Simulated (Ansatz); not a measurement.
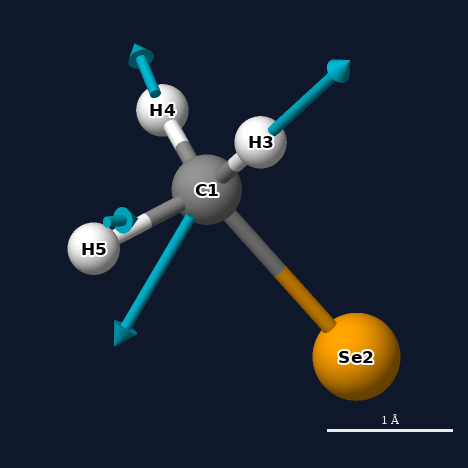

Arrows show the forces on the atoms, 0.2 Å of arrow for 1 eV/Å; forces under a tenth of the largest aren't drawn. The species is neutral and a spin doublet. Level of theory: r2SCANh-D4/def2-TZVPP (Ansatz 0.2.0).

> Which bond do the forces act along most?

C1–H3, now 0.966 Å: the forces push its atoms apart, so a first step downhill lengthens it.

List the force components in the frame of the picture (x right, y up, z towards the viewer), in eV/Å.

```csv
atom,Fx,Fy,Fz
C1,−3.07,−5.21,−1.19
Se2,−0.43,0.21,0.24
H3,3.10,2.84,4.24
H4,−0.85,2.03,−1.94
H5,1.25,0.14,−1.35
```
